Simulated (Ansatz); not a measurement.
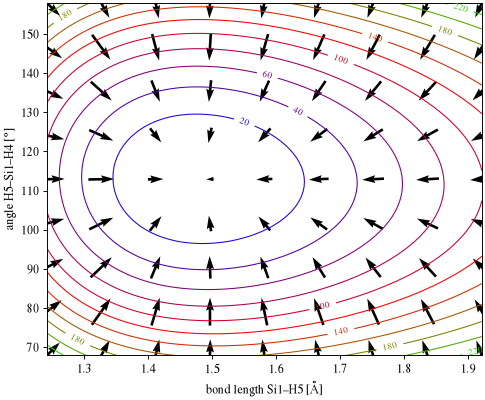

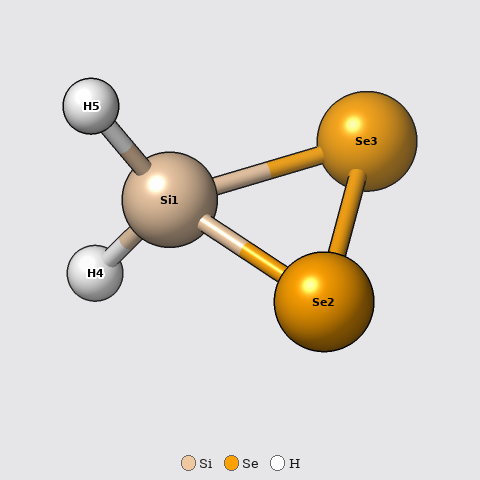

Energy landscape of H2Se2Si, SMILES [SiH2]1[Se][Se]1. First axis: bond length Si1–H5. Second axis: angle H5–Si1–H4. Nothing is relaxed (all other coordinates rigid). The grid has 9 × 9 points. Points are written as (first, second). All energies are given in kJ/mol relative to the relaxed molecule at the same level. These are results of Ansatz, RKS r2SCAN0-D4/def2-SVP, not measurements.

In the figure: contour lines labelled in kJ/mol, arrows along the force (downhill), their lengths compressed. Between grid points the surface is interpolated. The second picture is the structure at the lowest point.

Describe this landscape.

The lowest grid point is at (1.497 Å, 112.9°), 0.31 kJ/mol from the relaxed molecule at the same level. It is the only kind of minimum in the scanned range. The highest grid point, (1.242 Å, 67.9°), lies 238 kJ/mol above the lowest. Round the minimum the two coordinates are nearly uncoupled.

Grid values (kJ/mol):

```csv
"angle H5–Si1–H4 ↓, bond length Si1–H5 →",1.242,1.327,1.412,1.497,1.582,1.667,1.752,1.837,1.922
157.9,219,173,151,146,154,169,190,213,237
146.6,154,108,86,82,90,106,127,151,177
135.4,109,62,41,37,45,62,83,108,135
124.1,82,35,13,9,18,35,57,82,109
112.9,74,27,4,0,8,25,47,72,99
101.6,85,37,14,10,17,33,54,78,105
90.4,116,67,44,38,44,59,79,102,127
79.1,168,118,94,87,92,105,124,145,168
67.9,239,189,164,157,161,172,189,208,229
```

Time for the 81 points that were run: 12 min on 1 thread of Arm Neoverse V1, on a shared host.
